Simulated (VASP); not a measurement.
Band structure of ZrB₂ (AlB2 type). Method: PBEsol GGA, VASP's PBE PAW potentials (set 64) (plane waves; VASP).

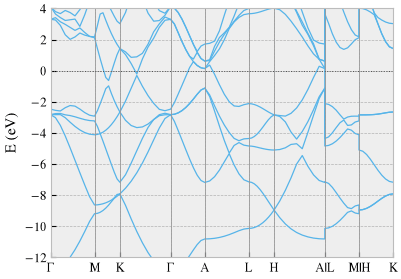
Figure: Bands along high-symmetry lines, zero at the valence-band maximum or, without a gap, the Fermi level

Task: Read the plot: is there a gap, and where are the band edges?

Result: It has no gap at this level: it comes out as a metal or semimetal. (Edges off the drawn lines would not show.)

The compound is ZrB2 in the AlB2 type structure. It was relaxed first.
